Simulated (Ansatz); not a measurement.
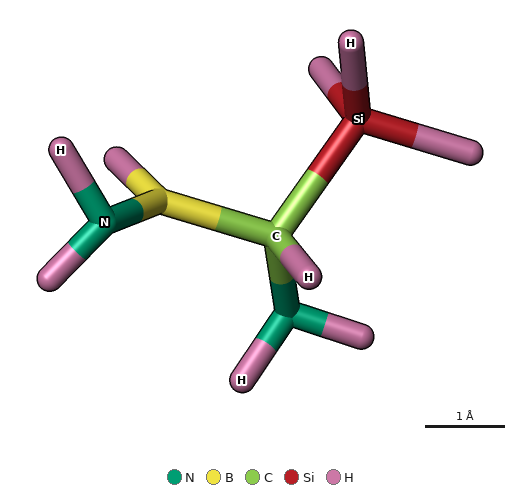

Figure 1. The structure as given in the input (stick view, seen at a tilt).

**Geometry relaxation, with input and output: CH₉BN₂Si (part 1 of 2)**

System: CH₉BN₂Si.
Method: RKS B3LYP-D4/6-31G* (Ansatz 0.2.0).

It belongs to a series of runs on one base structure; here: end point B relaxed.

**The program's output**
```
The last accepted step is kept in [file] (removed where the run ends without a failure and the disk answers)
Engine: ansatz 0.2.0, x86_64-unknown-linux-gnu
Functional definition: B3LYP
  parameter a0 = 0.2
  parameter ax = 0.72
  parameter ac = 0.81
  exchange = (1 - a0 - ax)*slater_x + ax*b88_x + a0*exact_x
  correlation = (1 - ac)*vwn_rpa_c + ac*lyp_c
1133 factors; integrals over basis functions are off by at most 5.4e-4 eV
mean field evaluation 1: about -12707.2610 eV, gradient 6.7e1 eV
mean field evaluation 2: about -12697.4465 eV, gradient 9.2e1 eV
mean field evaluation 4: about -12716.7194 eV, gradient 3.1e0 eV
mean field evaluation 8: about -12716.7585 eV, gradient 2.7e-2 eV
mean field evaluation 16: about -12716.7585 eV, gradient 8.1e-5 eV
mean field -12716.75850614 eV, -467.3322553722 hartree, gradient 8.1e-5 eV, S^2 0.000000; 0 other end points of the search recorded, 0 dependent functions left out
the calculation of the forces begins
reference -12716.75875414 eV, -467.3322644858 hartree; 24, 24 occupied and 73, 73 virtual orbitals, 1133 factors
relax step   1: F+E_penalty+E_count = -12717.20661283 eV  Δ(F+E_penalty+E_count) = +0.000e0 eV  max|allowed force component| = 2.781e0 eV/Å  Δτ_max = 0.0000 Å  (25 SCF iters, accepted)
these checks for a lower state are left out or cut short: starts, cluster_reference, orbital_swaps, neighbouring_geometries, increment
1133 factors; integrals over basis functions are off by at most 5.8e-4 eV
mean field -12717.27898929 eV, -467.3513827751 hartree, gradient 6.0e-6 eV, S^2 0.000000; 0 other end points of the search recorded, 0 dependent functions left out
[... from here on the field's lines of each further geometry are left out, up to the last ...]
relax step   2: F+E_penalty+E_count = -12717.72859747 eV  Δ(F+E_penalty+E_count) = -5.220e-1 eV  max|allowed force component| = 2.016e0 eV/Å  Δτ_max = 0.1962 Å  (29 SCF iters, accepted)
relax step   3: F+E_penalty+E_count = -12718.00444659 eV  Δ(F+E_penalty+E_count) = -2.758e-1 eV  max|allowed force component| = 2.042e0 eV/Å  Δτ_max = 0.1997 Å  (28 SCF iters, accepted)
relax step   4: F+E_penalty+E_count = -12718.28329928 eV  Δ(F+E_penalty+E_count) = -2.789e-1 eV  max|allowed force component| = 2.009e0 eV/Å  Δτ_max = 0.2000 Å  (28 SCF iters, accepted)
relax step   5: F+E_penalty+E_count = -12718.51217021 eV  Δ(F+E_penalty+E_count) = -2.289e-1 eV  max|allowed force component| = 1.511e0 eV/Å  Δτ_max = 0.1949 Å  (27 SCF iters, accepted)
relax step   6: F+E_penalty+E_count = -12718.72596672 eV  Δ(F+E_penalty+E_count) = -2.138e-1 eV  max|allowed force component| = 9.127e-1 eV/Å  Δτ_max = 0.2000 Å  (28 SCF iters, accepted)
relax step   7: F+E_penalty+E_count = -12718.83126820 eV  Δ(F+E_penalty+E_count) = -1.053e-1 eV  max|allowed force component| = 4.810e-1 eV/Å  Δτ_max = 0.2000 Å  (27 SCF iters, accepted)
relax step   8: F+E_penalty+E_count = -12718.86579293 eV  Δ(F+E_penalty+E_count) = -3.452e-2 eV  max|allowed force component| = 4.363e-1 eV/Å  Δτ_max = 0.2000 Å  (27 SCF iters, accepted)
relax step   9: F+E_penalty+E_count = -12718.88710319 eV  Δ(F+E_penalty+E_count) = -2.131e-2 eV  max|allowed force component| = 7.889e-1 eV/Å  Δτ_max = 0.1926 Å  (26 SCF iters, accepted)
relax step  10: F+E_penalty+E_count = -12718.91122566 eV  Δ(F+E_penalty+E_count) = -2.412e-2 eV  max|allowed force component| = 3.488e-1 eV/Å  Δτ_max = 0.2000 Å  (27 SCF iters, accepted)
relax step  11: F+E_penalty+E_count = -12718.92296330 eV  Δ(F+E_penalty+E_count) = -1.174e-2 eV  max|allowed force component| = 3.289e-1 eV/Å  Δτ_max = 0.1742 Å  (27 SCF iters, accepted)
relax step  12: F+E_penalty+E_count = -12718.93699113 eV  Δ(F+E_penalty+E_count) = -1.403e-2 eV  max|allowed force component| = 2.060e-1 eV/Å  Δτ_max = 0.0924 Å  (25 SCF iters, accepted)
relax step  13: F+E_penalty+E_count = -12718.93637094 eV  Δ(F+E_penalty+E_count) = +6.202e-4 eV  max|allowed force component| = 2.477e-1 eV/Å  Δτ_max = 0.0993 Å  (25 SCF iters, rejected (line search))
relax step  14: F+E_penalty+E_count = -12718.94309289 eV  Δ(F+E_penalty+E_count) = -6.102e-3 eV  max|allowed force component| = 9.925e-2 eV/Å  Δτ_max = 0.0481 Å  (26 SCF iters, accepted)
relax step  15: F+E_penalty+E_count = -12718.94769553 eV  Δ(F+E_penalty+E_count) = -4.603e-3 eV  max|allowed force component| = 1.044e-1 eV/Å  Δτ_max = 0.0976 Å  (25 SCF iters, accepted)
relax step  16: F+E_penalty+E_count = -12718.94978504 eV  Δ(F+E_penalty+E_count) = -2.090e-3 eV  max|allowed force component| = 1.692e-1 eV/Å  Δτ_max = 0.1210 Å  (25 SCF iters, accepted)
relax step  17: F+E_penalty+E_count = -12718.95089415 eV  Δ(F+E_penalty+E_count) = -1.109e-3 eV  max|allowed force component| = 7.756e-2 eV/Å  Δτ_max = 0.0233 Å  (26 SCF iters, accepted)
relax step  18: F+E_penalty+E_count = -12718.95101241 eV  Δ(F+E_penalty+E_count) = -1.183e-4 eV  max|allowed force component| = 6.887e-2 eV/Å  Δτ_max = 0.0325 Å  (26 SCF iters, accepted)
relax step  19: F+E_penalty+E_count = -12718.95139101 eV  Δ(F+E_penalty+E_count) = -3.786e-4 eV  max|allowed force component| = 4.271e-2 eV/Å  Δτ_max = 0.0157 Å  (23 SCF iters, accepted)
the calculation of the forces begins
reference -12718.48809492 eV, -467.3958165873 hartree; 24, 24 occupied and 73, 73 virtual orbitals, 1133 factors
relax step  20: F+E_penalty+E_count = -12718.95151867 eV  Δ(F+E_penalty+E_count) = -1.277e-4 eV  max|allowed force component| = 7.244e-3 eV/Å  Δτ_max = 0.0076 Å  (22 SCF iters, accepted)
```

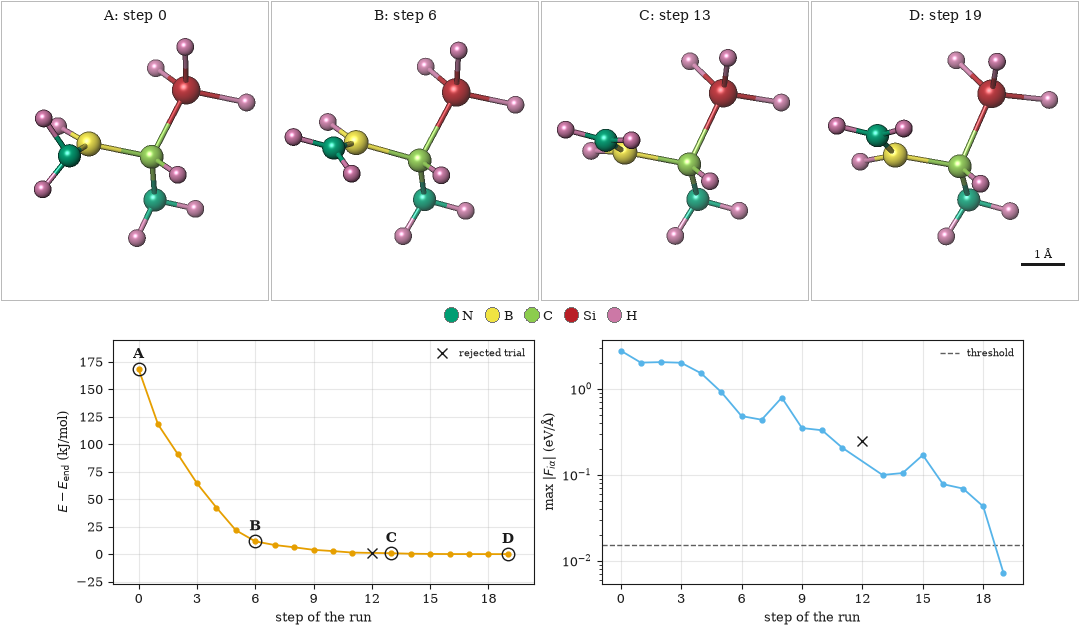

Figure 2. Frames of the relaxation (ball-and-stick view, seen at a tilt) above the curves, on which the letters mark them (the first geometry is step 0 here and step 1 in the log).

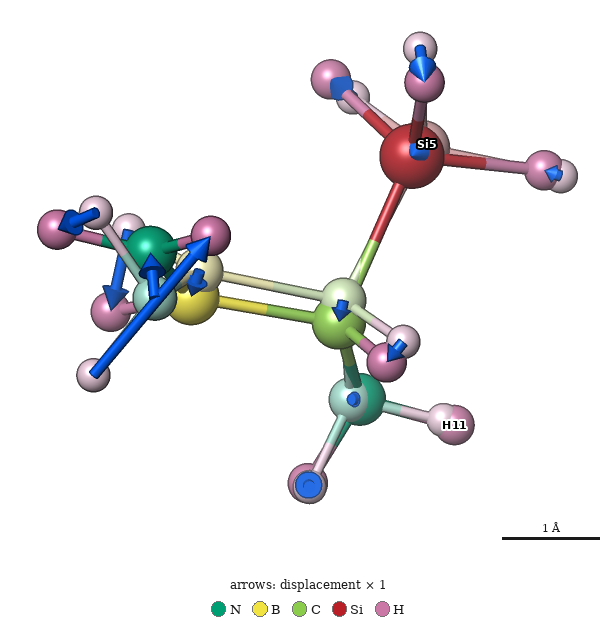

Figure 3. Start (faint) and end (solid) with the displacements as blue arrows, at true length (ball-and-stick view, seen at a tilt). The two geometries are laid on each other by the best rigid fit. After 19 geometry steps the energy has fallen by 168.4 kJ/mol. The largest force component goes from 2.8 to 0.0072 eV/Å. The line search rejected the trial step at point 12 (counted from 0) and went back. The atom that moves furthest after the best rigid fit is H7 (1.95 Å). Largest moves by element: H 1.95 Å, N 0.55 Å, B 0.31 Å, Si 0.29 Å, C 0.23 Å. Among the contacts that change: N1–H6 1.115 → 1.010 Å, N1–B2 1.484 → 1.400 Å, N4–H10 1.092 → 1.018 Å, C3–N4 1.541 → 1.478 Å. Among the angles that change: B2–N1–H6 106.2° → 122.7°, B2–N1–H7 110.4° → 123.9°, C3–N4–H10 103.0° → 110.7°. (Atoms are counted from 1 in the order of the input.)

```
1133 factors; integrals over basis functions are off by at most 7.4e-4 eV
mean field -12718.48784299 eV, -467.3958073291 hartree, gradient 1.9e-5 eV, S^2 0.000000; 1 other end points of the search recorded, 0 dependent functions left out
the calculation of the forces begins
reference -12718.48809492 eV, -467.3958165873 hartree; 24, 24 occupied and 73, 73 virtual orbitals, 1133 factors
Total energy: -12718.95177060 eV, -467.4128563545 hartree
Atom 0 at    -2.155690    -0.724239    -0.165128 Å, force     0.000832    -0.007244    -0.005781 eV/Å
Atom 1 at    -0.804757    -1.055185    -0.321334 Å, force    -0.001439    -0.002685    -0.000619 eV/Å
Atom 2 at     0.328629    -0.214741     0.382432 Å, force    -0.000051     0.001469    -0.001457 eV/Å
Atom 3 at     1.637085    -0.901912     0.386585 Å, force     0.002687    -0.001071    -0.000894 eV/Å
Atom 4 at     0.540482     1.343632    -0.688226 Å, force    -0.005179     0.006147     0.004106 eV/Å
Atom 5 at    -2.896433    -1.208491    -0.651740 Å, force    -0.000499     0.002339     0.002758 eV/Å
Atom 6 at    -2.487043     0.040148     0.409660 Å, force     0.005155     0.000101    -0.000615 eV/Å
Atom 7 at    -0.529629    -1.976372    -1.037206 Å, force    -0.003966     0.004238     0.005114 eV/Å
Atom 8 at    -0.018204     0.114525     1.382224 Å, force    -0.000056     0.000821    -0.000056 eV/Å
Atom 9 at     1.553271    -1.834289     0.787076 Å, force     0.000344    -0.000300    -0.001368 eV/Å
Atom 10 at     2.305699    -0.395710     0.963336 Å, force    -0.001437    -0.000477     0.001144 eV/Å
Atom 11 at     1.782277     2.070037    -0.293994 Å, force     0.003221    -0.002857    -0.001163 eV/Å
Atom 12 at    -0.614364     2.268595    -0.489056 Å, force    -0.002407    -0.000446    -0.002226 eV/Å
Atom 13 at     0.628615     1.004122    -2.131929 Å, force     0.002795    -0.000033     0.001057 eV/Å
Dipole moment:    -0.420616    -0.048096     0.410364 e Å
```

**Trajectory as extended XYZ (Å, eV, eV/Å), 20 frames, from step=1 to step=20**
```
14
Properties=species:S:1:pos:R:3:forces:R:3 step=1 energy=-12717.20661
N    -2.2255   -0.9106    0.3432   -1.4804   1.3789  -2.3637
B    -0.9340   -0.8019   -0.3806   -0.1349  -0.0414   0.8571
C     0.2632   -0.0110    0.2586    0.7498  -0.1982   2.2196
N     1.4976   -0.9087    0.4695   -2.7812  -2.0835   0.4125
Si    0.7907    1.3738   -0.8976   -0.8299   1.0843   0.9513
H    -3.0228   -0.7307   -0.4159    1.8837  -0.9629   1.9332
H    -2.3653   -1.8595    0.6785   -0.1911  -0.1861   0.0935
H    -0.7563   -1.3247   -1.4275   -0.0147  -0.0481  -0.5918
H    -0.0129    0.4422    1.2879   -0.0548  -0.3754  -1.4635
H     1.1443   -1.6458    1.1943    1.1896   1.5133  -1.5369
H     2.1897   -0.3815    0.9448    0.8779   0.7158   0.7233
H     1.9247    2.1404   -0.2713   -0.1889  -0.1248  -0.1450
H    -0.4041    2.3107   -1.0925    0.5792  -0.2961   0.0299
H     1.1806    0.8374   -2.1587    0.3957  -0.3757  -1.1196
14
Properties=species:S:1:pos:R:3:forces:R:3 step=2 energy=-12717.72860
N    -2.2602   -0.8190    0.2884   -0.7719  -0.8175  -2.0159
B    -0.9186   -0.8218   -0.3484   -0.5996   0.6544   0.0666
C     0.2656   -0.0332    0.3172    0.3389  -0.8519   0.8847
N     1.4851   -0.9339    0.4586   -0.9819  -0.2109   0.5738
Si    0.7552    1.3618   -0.8655   -0.2249   0.4129   0.1329
H    -2.9803   -0.8926   -0.5158    1.2565  -0.1507   1.5793
H    -2.3889   -1.7114    0.8050    0.0157   0.8045   0.1064
H    -0.7591   -1.2735   -1.4516   -0.0202  -0.0039  -0.0474
H    -0.0642    0.4360    1.2820    0.1720  -0.2582  -0.4191
H     1.2421   -1.6768    1.1537    0.2774   0.6435  -0.7059
H     2.2072   -0.3941    0.9215    0.3409   0.1162   0.0938
H     1.8890    2.1297   -0.2658   -0.0338  -0.0595   0.0107
H    -0.3824    2.3171   -1.0792    0.1272  -0.1327   0.0604
H     1.1794    0.8418   -2.1675    0.1036  -0.1463  -0.3203
14
Properties=species:S:1:pos:R:3:forces:R:3 step=3 energy=-12718.00445
N    -2.2867   -0.7714    0.2072   -0.1866  -2.0423  -1.0002
B    -0.9342   -0.7660   -0.3907   -0.5824   0.0297   0.3315
C     0.2636   -0.0581    0.3479    0.0680  -0.6014  -0.0971
N     1.4740   -0.9375    0.4602   -0.1116   0.5882   0.2290
Si    0.7417    1.3516   -0.8418    0.1108   0.0685  -0.1554
H    -2.9753   -1.0619   -0.5460    0.8650   0.2979   1.1755
H    -2.3539   -1.5564    0.9261    0.0773   1.6840  -0.6410
H    -0.7557   -1.2404   -1.4888   -0.0744   0.2728   0.0400
H    -0.0758    0.4026    1.2893    0.0471  -0.0346   0.1592
H     1.2751   -1.6818    1.1252   -0.0818  -0.1644  -0.0381
H     2.2190   -0.4001    0.9148   -0.0363  -0.0935  -0.1744
H     1.8776    2.1128   -0.2478    0.0265  -0.0050   0.0488
H    -0.3787    2.3040   -1.0570   -0.0799   0.0129   0.0397
H     1.1792    0.8326   -2.1659   -0.0416  -0.0126   0.0825
14
Properties=species:S:1:pos:R:3:forces:R:3 step=4 energy=-12718.28330
N    -2.2587   -0.7778    0.1492   -0.4914  -2.0091  -0.2756
B    -0.9465   -0.7622   -0.4175    0.3351   0.3661  -0.0771
C     0.2447   -0.0850    0.3534    0.1498  -0.2953  -0.0619
N     1.4551   -0.9453    0.4670    0.0808   0.3901   0.1765
Si    0.7269    1.3343   -0.8358    0.0887   0.0076  -0.0266
H    -2.9369   -1.1788   -0.5329    0.4269   0.3361   0.8289
H    -2.2924   -1.3840    1.0068   -0.1770   1.3371  -0.6255
H    -0.7457   -1.1247   -1.5454   -0.2048   0.0619  -0.0816
H    -0.1047    0.3537    1.3022    0.0451   0.0498   0.1499
H     1.2736   -1.6927    1.1326   -0.0880  -0.1764  -0.0323
H     2.2097   -0.4057    0.9025   -0.0821  -0.0843  -0.1505
H     1.8585    2.0957   -0.2357    0.0512   0.0158   0.0520
H    -0.3893    2.2899   -1.0581   -0.0856   0.0061   0.0311
H     1.1756    0.8127   -2.1556   -0.0486  -0.0054   0.0928
14
Properties=species:S:1:pos:R:3:forces:R:3 step=5 energy=-12718.51217
N    -2.2512   -0.8280    0.0891    0.1553  -1.5109   0.9429
B    -0.9423   -0.7543   -0.4508    0.1216   0.1340  -0.0406
C     0.2422   -0.0979    0.3533    0.0720   0.1064  -0.0285
N     1.4537   -0.9437    0.4678   -0.0127  -0.0227   0.1621
Si    0.7284    1.3339   -0.8228    0.0324   0.0098   0.0467
H    -2.9328   -1.3001   -0.5123    0.1098   0.1832   0.4497
H    -2.2943   -1.2025    1.0778   -0.2649   1.0877  -1.3954
H    -0.7463   -1.0720   -1.5911   -0.1712   0.0229  -0.0716
H    -0.1085    0.3325    1.3113    0.0159  -0.0103   0.0204
H     1.2759   -1.7111    1.1182   -0.0194  -0.0088  -0.1452
H     2.2099   -0.4096    0.8988   -0.0360  -0.0145  -0.0561
H     1.8608    2.0949   -0.2203    0.0312   0.0232   0.0324
H    -0.3972    2.2829   -1.0485   -0.0247  -0.0098   0.0462
H     1.1719    0.8051   -2.1378   -0.0094   0.0098   0.0372
14
Properties=species:S:1:pos:R:3:forces:R:3 step=6 energy=-12718.72597
N    -2.2139   -0.9008    0.0609   -0.2817  -0.8118   0.9127
B    -0.9236   -0.7851   -0.4677    0.2031   0.0066  -0.1842
C     0.2462   -0.0911    0.3332    0.0544   0.0910  -0.0723
N     1.4648   -0.9223    0.4692   -0.0079   0.0285   0.0255
Si    0.7379    1.3532   -0.8156    0.0474  -0.0965   0.0185
H    -2.9346   -1.3959   -0.4594    0.1321   0.1678   0.1026
H    -2.3474   -1.0097    1.0808   -0.0259   0.5342  -0.8305
H    -0.7502   -1.1376   -1.6015   -0.0263   0.0212  -0.0167
H    -0.1120    0.3477    1.2830   -0.0727  -0.0797   0.1014
H     1.2818   -1.7604    1.0242   -0.0364   0.1286  -0.0730
H     2.1753   -0.3945    0.9763    0.0124  -0.1160  -0.0225
H     1.8930    2.0814   -0.2110   -0.0021   0.0290  -0.0099
H    -0.3884    2.3116   -0.9923   -0.0068   0.0356   0.0280
H     1.1411    0.8337   -2.1475    0.0104   0.0616   0.0204
14
Properties=species:S:1:pos:R:3:forces:R:3 step=7 energy=-12718.83127
N    -2.1996   -0.9490    0.0551    0.0783  -0.3031   0.3355
B    -0.9066   -0.8504   -0.4833   -0.0079   0.1847   0.3807
C     0.2444   -0.0992    0.3143    0.0680   0.1473  -0.1413
N     1.4752   -0.9134    0.4543   -0.0744  -0.0379  -0.0007
Si    0.7372    1.3758   -0.8014   -0.0415  -0.1319   0.0307
H    -2.9580   -1.4222   -0.4244    0.1197   0.0759   0.0512
H    -2.3852   -0.8155    1.0515    0.0086   0.2055  -0.4810
H    -0.6997   -1.2819   -1.5721   -0.0390  -0.0839  -0.2016
H    -0.1350    0.3208    1.2680   -0.0263  -0.0948   0.0299
H     1.2779   -1.7674    0.9746    0.0335   0.0251  -0.0178
H     2.1835   -0.4093    0.9880   -0.0781  -0.0257  -0.0254
H     1.9009    2.0994   -0.2039   -0.0234  -0.0360   0.0086
H    -0.3863    2.3453   -0.9333   -0.0167   0.0302   0.0113
H     1.1213    0.8971   -2.1547   -0.0008   0.0447   0.0198
```
